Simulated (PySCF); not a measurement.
**CH9BN2Si: NMR shifts at several levels of theory, part 1 of 2**

How much do the NMR shifts of CH9BN2Si (`BN[Si@H](C)N`) depend on the level of theory, and what does each level cost?

The runs use PySCF 2.14.0, with density-fitted response routines of our own; the level of theory stands in each step. All values are computed, except where a source is named. Atoms count from 0, in the outputs and in this text.

## (1) Starting geometry

14 atoms, charge 0, multiplicity 1; geometry from: PBE0-D3(BJ)/def2-SVP.

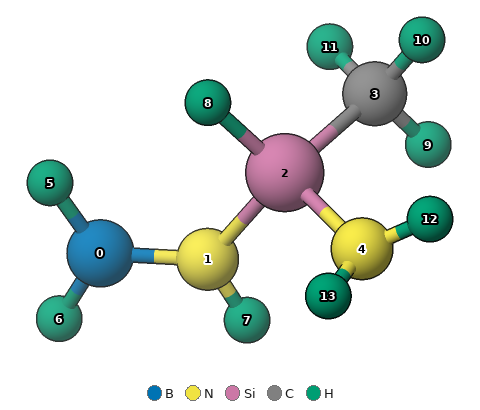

The starting geometry (boron blue, nitrogen yellow, silicon pink, carbon grey, hydrogen teal), atoms numbered.

## (2) NMR shieldings: HF/pcSseg-1

The job: settings as JSON, then the geometry in Å.

```
{"job": {"kind": "nmr", "xc": "HF", "basis": "pcSseg-1", "pop": false}, "charge": 0, "multiplicity": 1}
B      1.806231    -1.596734    -0.544266
N      0.651865    -0.835027    -0.756942
Si     0.022610     0.481999     0.232955
C     -1.532123    -0.004511     1.150700
N     -0.410233     1.755990    -0.855100
H      2.514726    -1.348452     0.406639
H      2.087463    -2.492665    -1.310954
H      0.089526    -1.066834    -1.572623
H      1.117902     0.779933     1.205400
H     -2.328680    -0.298452     0.449571
H     -1.908590     0.827662     1.767107
H     -1.331112    -0.853665     1.821546
H     -1.102387     2.438860    -0.568426
H      0.302454     2.191647    -1.430554
```

Method: GIAO HF/pcSseg-1 NMR shielding, non-relativistic, gas phase.

Command:

```console
$ OMP_NUM_THREADS=1 python probes_run.py task.json out
```

One launch serves the whole session: the jobs run in the order shown.

Output:

```text
final grid: 104680 points
cycle   1  E = -465.6235169968  dE =  3.795e-01  |g| = 4.041e-01  |ddm| = 3.036e+00
cycle   2  E = -465.6766789411  dE = -5.316e-02  |g| = 1.272e-01  |ddm| = 4.668e-01
cycle   3  E = -465.6812009529  dE = -4.522e-03  |g| = 5.966e-02  |ddm| = 1.513e-01
cycle   4  E = -465.6820945688  dE = -8.936e-04  |g| = 6.879e-03  |ddm| = 5.679e-02
cycle   5  E = -465.6821127010  dE = -1.813e-05  |g| = 1.723e-03  |ddm| = 1.078e-02
cycle   6  E = -465.6821139667  dE = -1.266e-06  |g| = 6.315e-04  |ddm| = 3.064e-03
cycle   7  E = -465.6821141185  dE = -1.518e-07  |g| = 1.898e-04  |ddm| = 9.558e-04
cycle   8  E = -465.6821141381  dE = -1.956e-08  |g| = 4.444e-05  |ddm| = 3.979e-04
cycle   9  E = -465.6821141396  dE = -1.546e-09  |g| = 1.206e-05  |ddm| = 1.128e-04
cycle  10  E = -465.6821141397  dE = -1.191e-10  |g| = 3.742e-06  |ddm| = 2.834e-05
converged SCF energy = -465.6821141397

GIAO shielding tensors (ppm)
atom      isotropic    diamagn.    paramagn.     s11        s22        s33       span
  0 B       70.792     191.738    -120.946     33.693     52.200    126.484     92.790
  1 N      142.469     328.400    -185.931     26.416    163.921    237.069    210.653
  2 Si     404.284     876.533    -472.249    385.383    406.715    420.754     35.371
  3 C      189.675     255.641     -65.966    183.582    190.247    195.197     11.614
  4 N      249.979     320.094     -70.114    216.920    263.912    269.107     52.186
  5 H       26.872      30.318      -3.447     24.652     26.308     29.655      5.004
  6 H       26.841      28.990      -2.149     24.980     26.275     29.268      4.288
  7 H       27.624      32.906      -5.282     22.485     27.613     32.775     10.291
  8 H       27.149      30.936      -3.787     24.203     25.098     32.147      7.944
  9 H       31.362      31.614      -0.252     27.276     28.981     37.829     10.553
 10 H       31.601      30.542       1.059     27.225     28.855     38.724     11.499
 11 H       31.499      31.432       0.067     27.240     28.618     38.639     11.398
 12 H       31.279      31.036       0.242     23.714     27.543     42.579     18.865
 13 H       31.136      30.954       0.182     23.637     26.749     43.023     19.385
```

Run time: 4.4 s. Hardware: 1 thread of Arm Neoverse V2, shared host; peak memory 0.72 GiB.

Shifts follow as δ = σ(reference) − σ, with reference shieldings (ppm) from runs at the same level and on the same kind of geometry: 1H TMS 31.69, 13C TMS 190.8, 29Si TMS 393.4, 15N NH3 265.7, 11B BF3·OEt2 115.3. The references are single molecules in the gas phase, so shifts against H2O, NH3, PH3, H3PO4 or CFCl3 are not on the usual liquid scales and can be off by tens of ppm. Atoms listed in one row are averaged.

```
       atoms                               environment  σ (ppm)  δ (ppm)
          C3                methyl carbon bonded to Si    189.7      1.2
      H5, H6           hydrogen on a boron bonded to N    26.86     4.83
          H8    hydrogen on a silicon bonded to C, 2 N    27.15     4.54
          H7    hydrogen on a nitrogen bonded to B, Si    27.62     4.06
    H12, H13       hydrogen on a nitrogen bonded to Si    31.21     0.48
H9, H10, H11  hydrogen on a methyl carbon bonded to Si    31.49     0.20
          B0                    boron bonded to N, 2 H     70.8     44.5
          N1               nitrogen bonded to B, Si, H    142.5    123.2
          N4                nitrogen bonded to Si, 2 H    250.0     15.7
         Si2               silicon bonded to C, 2 N, H    404.3    -10.9
```

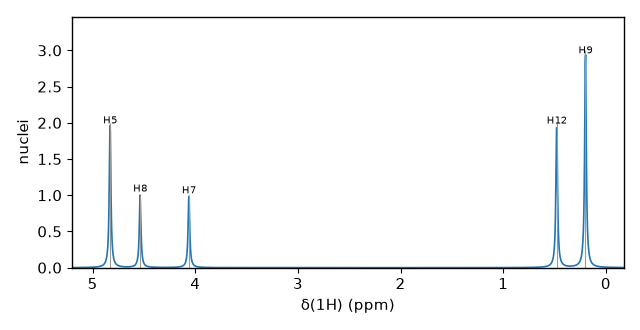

1H lines at the computed shifts, without couplings. Lines are broadened to a width of 0.02 ppm (Lorentzian).

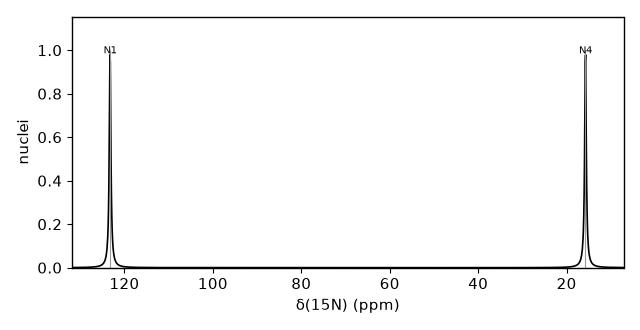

15N lines at the computed shifts, without couplings. Lines are broadened to a width of 0.43 ppm (Lorentzian).

## (3) Shielding tensors: LDA/pcSseg-1

Settings changed since step 2:

```diff
@@ -1,2 +1,2 @@
-{"job": {"kind": "nmr", "xc": "HF", "basis": "pcSseg-1", "pop": false}, "charge": 0, "multiplicity": 1}
+{"job": {"kind": "nmr", "xc": "LDA", "basis": "pcSseg-1", "pop": false}, "charge": 0, "multiplicity": 1}
 B      1.806231    -1.596734    -0.544266
```

Method: GIAO LDA/pcSseg-1 NMR shielding, non-relativistic, gas phase.

Output:

```text
coarse grid: 11504 points
cycle   1  E = -464.5030941338  dE =  1.623e-01  |g| = 7.822e-01  |ddm| = 3.230e+00
cycle   2  E = -464.2043635840  dE =  2.987e-01  |g| = 1.363e+00  |ddm| = 1.845e+00
cycle   3  E = -464.6360050530  dE = -4.316e-01  |g| = 1.965e-01  |ddm| = 1.392e+00
cycle   4  E = -464.6458208316  dE = -9.816e-03  |g| = 5.318e-02  |ddm| = 1.945e-01
cycle   5  E = -464.6463804426  dE = -5.596e-04  |g| = 2.317e-02  |ddm| = 6.147e-02
cycle   6  E = -464.6464994718  dE = -1.190e-04  |g| = 7.005e-03  |ddm| = 2.419e-02
cycle   7  E = -464.6465100063  dE = -1.053e-05  |g| = 2.251e-03  |ddm| = 7.362e-03
cycle   8  E = -464.6465112376  dE = -1.231e-06  |g| = 3.305e-04  |ddm| = 2.202e-03
final grid: 104680 points
cycle   9  E = -464.6838052968  dE = -2.560e-05  |g| = 5.153e-03  |ddm| = 1.690e-02
cycle  10  E = -464.6837884990  dE =  1.680e-05  |g| = 1.019e-02  |ddm| = 1.076e-02
cycle  11  E = -464.6838107168  dE = -2.222e-05  |g| = 1.081e-03  |ddm| = 7.707e-03
cycle  12  E = -464.6838109961  dE = -2.792e-07  |g| = 3.019e-04  |ddm| = 8.982e-04
cycle  13  E = -464.6838110138  dE = -1.767e-08  |g| = 1.087e-04  |ddm| = 3.298e-04
cycle  14  E = -464.6838110165  dE = -2.788e-09  |g| = 2.056e-05  |ddm| = 1.058e-04
cycle  15  E = -464.6838110166  dE = -9.186e-11  |g| = 7.142e-06  |ddm| = 2.425e-05
converged SCF energy = -464.6838110166

GIAO shielding tensors (ppm)
atom      isotropic    diamagn.    paramagn.     s11        s22        s33       span
  0 B       47.418     195.987    -148.569      9.605     14.574    118.075    108.470
  1 N       94.574     324.512    -229.938    -31.727    108.057    207.391    239.118
  2 Si     319.501     882.067    -562.567    299.293    315.495    343.714     44.421
  3 C      180.795     255.710     -74.914    171.015    180.461    190.911     19.896
  4 N      237.560     316.832     -79.272    200.754    252.757    259.168     58.414
  5 H       25.384      29.879      -4.495     22.529     25.671     27.954      5.425
  6 H       25.393      28.286      -2.893     23.585     25.660     26.934      3.348
  7 H       25.465      31.652      -6.187     22.041     26.080     28.273      6.232
  8 H       25.231      30.078      -4.847     22.485     23.233     29.976      7.490
  9 H       30.495      30.670      -0.174     26.751     28.233     36.503      9.752
 10 H       30.674      29.662       1.012     26.568     28.183     37.271     10.702
 11 H       30.628      30.460       0.168     26.688     27.886     37.311     10.623
 12 H       30.537      30.284       0.253     23.642     27.058     40.910     17.267
 13 H       30.420      30.179       0.241     23.497     26.273     41.490     17.993
```

It took 12 s on 1 thread of Arm Neoverse V2, shared host; peak memory 0.64 GiB.

Key values: δ C3 -0.1, B0 45.5, N1 177.3, N4 34.4, H8 5.60, H5 5.44 ppm (means over like atoms).

## (4) NMR shieldings: PBE/pcSseg-1

Settings changed since step 3:

```diff
@@ -1,2 +1,2 @@
-{"job": {"kind": "nmr", "xc": "LDA", "basis": "pcSseg-1", "pop": false}, "charge": 0, "multiplicity": 1}
+{"job": {"kind": "nmr", "xc": "PBE", "basis": "pcSseg-1", "pop": false}, "charge": 0, "multiplicity": 1}
 B      1.806231    -1.596734    -0.544266
```

Method: GIAO PBE/pcSseg-1 NMR shielding, non-relativistic, gas phase.

Output:

```text
coarse grid: 11504 points
cycle   1  E = -466.8725171633  dE =  1.663e-01  |g| = 7.692e-01  |ddm| = 3.231e+00
cycle   2  E = -466.6035387226  dE =  2.690e-01  |g| = 1.309e+00  |ddm| = 1.806e+00
cycle   3  E = -467.0019876493  dE = -3.984e-01  |g| = 1.857e-01  |ddm| = 1.346e+00
cycle   4  E = -467.0109849636  dE = -8.997e-03  |g| = 4.878e-02  |ddm| = 1.877e-01
cycle   5  E = -467.0114554947  dE = -4.705e-04  |g| = 2.168e-02  |ddm| = 5.820e-02
cycle   6  E = -467.0115595811  dE = -1.041e-04  |g| = 6.397e-03  |ddm| = 2.257e-02
cycle   7  E = -467.0115685850  dE = -9.004e-06  |g| = 2.036e-03  |ddm| = 6.800e-03
final grid: 104680 points
cycle   8  E = -467.0410889941  dE = -7.707e-06  |g| = 1.509e-02  |ddm| = 2.424e-02
cycle   9  E = -467.0409586810  dE =  1.303e-04  |g| = 2.822e-02  |ddm| = 3.148e-02
cycle  10  E = -467.0411384131  dE = -1.797e-04  |g| = 3.410e-03  |ddm| = 2.128e-02
cycle  11  E = -467.0411412403  dE = -2.827e-06  |g| = 4.996e-04  |ddm| = 2.524e-03
cycle  12  E = -467.0411412917  dE = -5.141e-08  |g| = 1.718e-04  |ddm| = 6.017e-04
cycle  13  E = -467.0411412989  dE = -7.198e-09  |g| = 3.955e-05  |ddm| = 1.737e-04
cycle  14  E = -467.0411412992  dE = -3.131e-10  |g| = 1.338e-05  |ddm| = 4.610e-05
converged SCF energy = -467.0411412992

GIAO shielding tensors (ppm)
atom      isotropic    diamagn.    paramagn.     s11        s22        s33       span
  0 B       53.420     195.795    -142.375     16.180     26.281    117.800    101.621
  1 N      104.309     324.593    -220.284    -15.624    121.071    207.480    223.104
  2 Si     340.982     881.695    -540.713    321.247    339.283    362.415     41.168
  3 C      179.980     254.833     -74.853    171.654    179.894    188.392     16.738
  4 N      236.943     316.623     -79.680    200.861    252.015    257.952     57.092
  5 H       25.968      30.362      -4.394     23.282     26.140     28.482      5.200
  6 H       25.963      28.708      -2.745     24.138     26.142     27.610      3.472
  7 H       26.164      32.248      -6.083     22.708     26.712     29.074      6.366
  8 H       25.837      30.655      -4.818     23.087     23.871     30.553      7.466
  9 H       30.883      31.105      -0.221     27.285     28.708     36.656      9.370
 10 H       31.043      30.024       1.019     27.069     28.652     37.408     10.339
 11 H       31.006      30.887       0.119     27.209     28.382     37.428     10.219
 12 H       30.987      30.753       0.234     24.141     27.701     41.120     16.979
 13 H       30.893      30.683       0.210     24.039     26.961     41.678     17.639
```

Wall time 14 s (1 thread of Arm Neoverse V2, shared host); peak memory 0.6 GiB.

This run: δ C3 0.1, B0 41.3, N1 160.8, N4 28.1, H8 5.36, H5 5.23 ppm (means over like atoms).

## (5) Shielding tensors: BLYP/pcSseg-1

Settings changed since step 4:

```diff
@@ -1,2 +1,2 @@
-{"job": {"kind": "nmr", "xc": "PBE", "basis": "pcSseg-1", "pop": false}, "charge": 0, "multiplicity": 1}
+{"job": {"kind": "nmr", "xc": "BLYP", "basis": "pcSseg-1", "pop": false}, "charge": 0, "multiplicity": 1}
 B      1.806231    -1.596734    -0.544266
```

Method: GIAO BLYP/pcSseg-1 NMR shielding, non-relativistic, gas phase.

Output:

```text
coarse grid: 11504 points
cycle   1  E = -467.1567431163  dE =  1.800e-01  |g| = 8.335e-01  |ddm| = 3.243e+00
cycle   2  E = -466.8077320001  dE =  3.490e-01  |g| = 1.459e+00  |ddm| = 1.997e+00
cycle   3  E = -467.3041841724  dE = -4.965e-01  |g| = 2.088e-01  |ddm| = 1.531e+00
cycle   4  E = -467.3154103456  dE = -1.123e-02  |g| = 5.895e-02  |ddm| = 2.125e-01
cycle   5  E = -467.3160964913  dE = -6.861e-04  |g| = 2.617e-02  |ddm| = 7.094e-02
cycle   6  E = -467.3162485212  dE = -1.520e-04  |g| = 7.515e-03  |ddm| = 2.713e-02
cycle   7  E = -467.3162610424  dE = -1.252e-05  |g| = 2.408e-03  |ddm| = 8.159e-03
cycle   8  E = -467.3162624569  dE = -1.415e-06  |g| = 3.484e-04  |ddm| = 2.381e-03
final grid: 104680 points
cycle   9  E = -467.3495730280  dE = -1.954e-05  |g| = 1.047e-02  |ddm| = 2.006e-02
cycle  10  E = -467.3495055057  dE =  6.752e-05  |g| = 2.033e-02  |ddm| = 2.287e-02
cycle  11  E = -467.3495958068  dE = -9.030e-05  |g| = 2.161e-03  |ddm| = 1.579e-02
cycle  12  E = -467.3495969037  dE = -1.097e-06  |g| = 4.589e-04  |ddm| = 1.674e-03
cycle  13  E = -467.3495969452  dE = -4.156e-08  |g| = 1.480e-04  |ddm| = 4.926e-04
cycle  14  E = -467.3495969502  dE = -4.996e-09  |g| = 4.010e-05  |ddm| = 1.508e-04
cycle  15  E = -467.3495969506  dE = -3.297e-10  |g| = 1.094e-05  |ddm| = 4.346e-05
converged SCF energy = -467.3495969506

GIAO shielding tensors (ppm)
atom      isotropic    diamagn.    paramagn.     s11        s22        s33       span
  0 B       51.437     195.111    -143.675     13.946     25.996    114.368    100.423
  1 N      100.817     324.551    -223.734    -19.217    119.743    201.925    221.142
  2 Si     334.419     881.279    -546.860    314.304    333.600    355.352     41.048
  3 C      175.164     253.239     -78.075    166.803    174.884    183.804     17.001
  4 N      234.042     315.935     -81.893    196.455    249.411    256.261     59.806
  5 H       26.295      30.698      -4.403     23.670     26.405     28.811      5.142
  6 H       26.305      28.934      -2.629     24.471     26.415     28.029      3.559
  7 H       26.471      32.426      -5.955     23.108     27.070     29.235      6.127
  8 H       26.143      30.989      -4.845     23.392     24.197     30.840      7.448
  9 H       31.067      31.217      -0.150     27.654     29.001     36.546      8.892
 10 H       31.220      30.098       1.123     27.402     28.974     37.285      9.883
 11 H       31.194      31.006       0.187     27.578     28.689     37.313      9.735
 12 H       31.174      30.852       0.322     24.433     28.044     41.046     16.613
 13 H       31.103      30.800       0.303     24.357     27.334     41.617     17.260
```

Run time: 14 s. Hardware: 1 thread of Arm Neoverse V2, shared host; peak memory 0.6 GiB.

Key values: δ C3 0.2, B0 41.4, N1 161.8, N4 28.5, H8 5.22, H5 5.06 ppm (means over like atoms).

## (6) Shielding tensors: BP86/pcSseg-1

Settings changed since step 5:

```diff
@@ -1,2 +1,2 @@
-{"job": {"kind": "nmr", "xc": "BLYP", "basis": "pcSseg-1", "pop": false}, "charge": 0, "multiplicity": 1}
+{"job": {"kind": "nmr", "xc": "BP86", "basis": "pcSseg-1", "pop": false}, "charge": 0, "multiplicity": 1}
 B      1.806231    -1.596734    -0.544266
```

Level: GIAO BP86/pcSseg-1 NMR shielding, non-relativistic, gas phase.

Output:

```text
coarse grid: 11504 points
cycle   1  E = -467.2969816371  dE =  1.651e-01  |g| = 7.622e-01  |ddm| = 3.230e+00
cycle   2  E = -467.0394201042  dE =  2.576e-01  |g| = 1.291e+00  |ddm| = 1.713e+00
cycle   3  E = -467.4235755844  dE = -3.842e-01  |g| = 1.816e-01  |ddm| = 1.268e+00
cycle   4  E = -467.4321908632  dE = -8.615e-03  |g| = 4.781e-02  |ddm| = 1.842e-01
cycle   5  E = -467.4326461295  dE = -4.553e-04  |g| = 2.085e-02  |ddm| = 5.645e-02
cycle   6  E = -467.4327429216  dE = -9.679e-05  |g| = 6.157e-03  |ddm| = 2.131e-02
cycle   7  E = -467.4327526194  dE = -9.698e-06  |g| = 1.934e-03  |ddm| = 6.497e-03
final grid: 104680 points
cycle   8  E = -467.4612903763  dE = -2.747e-05  |g| = 7.123e-03  |ddm| = 2.059e-02
cycle   9  E = -467.4612615603  dE =  2.882e-05  |g| = 1.313e-02  |ddm| = 1.394e-02
cycle  10  E = -467.4613011355  dE = -3.958e-05  |g| = 1.717e-03  |ddm| = 9.529e-03
cycle  11  E = -467.4613017972  dE = -6.617e-07  |g| = 4.277e-04  |ddm| = 1.379e-03
cycle  12  E = -467.4613018374  dE = -4.023e-08  |g| = 8.080e-05  |ddm| = 3.954e-04
cycle  13  E = -467.4613018392  dE = -1.797e-09  |g| = 2.124e-05  |ddm| = 9.392e-05
cycle  14  E = -467.4613018393  dE = -7.867e-11  |g| = 1.071e-05  |ddm| = 2.597e-05
converged SCF energy = -467.4613018393

GIAO shielding tensors (ppm)
atom      isotropic    diamagn.    paramagn.     s11        s22        s33       span
  0 B       54.406     195.457    -141.051     17.518     28.065    117.634    100.116
  1 N      105.639     325.017    -219.378    -13.719    122.452    208.184    221.903
  2 Si     340.936     881.728    -540.792    320.930    339.484    362.394     41.464
  3 C      179.601     255.281     -75.680    171.491    179.582    187.728     16.236
  4 N      236.484     317.146     -80.662    200.645    251.582    257.227     56.583
  5 H       26.064      30.401      -4.337     23.417     26.204     28.572      5.155
  6 H       26.064      28.799      -2.736     24.234     26.210     27.746      3.512
  7 H       26.307      32.271      -5.964     22.823     26.824     29.275      6.452
  8 H       25.919      30.747      -4.828     23.161     23.946     30.650      7.489
  9 H       30.954      31.207      -0.253     27.357     28.804     36.701      9.344
 10 H       31.118      30.093       1.025     27.154     28.743     37.457     10.303
 11 H       31.073      30.985       0.088     27.280     28.475     37.464     10.184
 12 H       31.060      30.789       0.271     24.219     27.819     41.141     16.922
 13 H       30.956      30.726       0.230     24.109     27.072     41.687     17.577
```

It took 14 s on 1 thread of Arm Neoverse V2, shared host; peak memory 0.64 GiB.

In short: δ C3 0.1, B0 40.9, N1 157.5, N4 26.6, H8 5.35, H5 5.20 ppm (means over like atoms).

## (7) NMR shieldings: OPBE/pcSseg-1

Settings changed since step 6:

```diff
@@ -1,2 +1,2 @@
-{"job": {"kind": "nmr", "xc": "BP86", "basis": "pcSseg-1", "pop": false}, "charge": 0, "multiplicity": 1}
+{"job": {"kind": "nmr", "xc": "OPBE", "basis": "pcSseg-1", "pop": false}, "charge": 0, "multiplicity": 1}
 B      1.806231    -1.596734    -0.544266
```

Method: GIAO OPBE/pcSseg-1 NMR shielding, non-relativistic, gas phase.

Output:

```text
coarse grid: 11504 points
cycle   1  E = -467.1750461037  dE =  1.300e-01  |g| = 6.839e-01  |ddm| = 3.231e+00
cycle   2  E = -466.9984920354  dE =  1.766e-01  |g| = 1.102e+00  |ddm| = 1.605e+00
cycle   3  E = -467.2841135663  dE = -2.856e-01  |g| = 1.493e-01  |ddm| = 1.124e+00
cycle   4  E = -467.2901406271  dE = -6.027e-03  |g| = 3.931e-02  |ddm| = 1.553e-01
cycle   5  E = -467.2904419932  dE = -3.014e-04  |g| = 1.725e-02  |ddm| = 4.356e-02
cycle   6  E = -467.2905097796  dE = -6.779e-05  |g| = 4.925e-03  |ddm| = 1.852e-02
cycle   7  E = -467.2905151484  dE = -5.369e-06  |g| = 1.602e-03  |ddm| = 5.216e-03
final grid: 104680 points
cycle   8  E = -467.2967117551  dE = -1.281e-04  |g| = 1.132e-02  |ddm| = 3.922e-02
cycle   9  E = -467.2966929600  dE =  1.880e-05  |g| = 1.356e-02  |ddm| = 2.216e-02
cycle  10  E = -467.2967412466  dE = -4.829e-05  |g| = 2.158e-03  |ddm| = 1.320e-02
cycle  11  E = -467.2967420052  dE = -7.586e-07  |g| = 9.428e-04  |ddm| = 2.138e-03
cycle  12  E = -467.2967422289  dE = -2.237e-07  |g| = 1.860e-04  |ddm| = 7.223e-04
cycle  13  E = -467.2967422372  dE = -8.266e-09  |g| = 4.682e-05  |ddm| = 1.941e-04
cycle  14  E = -467.2967422376  dE = -4.372e-10  |g| = 1.541e-05  |ddm| = 4.830e-05
converged SCF energy = -467.2967422376

GIAO shielding tensors (ppm)
atom      isotropic    diamagn.    paramagn.     s11        s22        s33       span
  0 B       61.678     195.949    -134.271     26.098     36.680    122.255     96.157
  1 N      119.079     325.041    -205.962      6.207    135.352    215.676    209.469
  2 Si     366.523     882.044    -515.521    347.690    365.652    386.226     38.536
  3 C      185.052     256.014     -70.962    177.994    185.268    191.894     13.900
  4 N      241.071     317.570     -76.499    207.402    255.216    260.594     53.192
  5 H       26.019      30.301      -4.283     23.421     26.161     28.475      5.054
  6 H       25.973      28.716      -2.744     24.174     26.174     27.569      3.395
  7 H       26.273      32.377      -6.103     22.517     26.654     29.648      7.131
  8 H       25.966      30.657      -4.691     23.222     23.997     30.678      7.456
  9 H       30.893      31.233      -0.340     27.174     28.662     36.843      9.669
 10 H       31.063      30.139       0.923     27.017     28.572     37.599     10.583
 11 H       31.009      30.999       0.010     27.088     28.348     37.591     10.503
 12 H       31.008      30.868       0.140     24.011     27.647     41.365     17.354
 13 H       30.911      30.805       0.106     23.935     26.914     41.885     17.950
```

Run time: 14 s. Hardware: 1 thread of Arm Neoverse V2, shared host; peak memory 0.64 GiB.

In short: δ C3 0.1, B0 38.6, N1 145.0, N4 23.0, H8 5.26, H5 5.23 ppm (means over like atoms).

(Continued in part 2 of 2.)
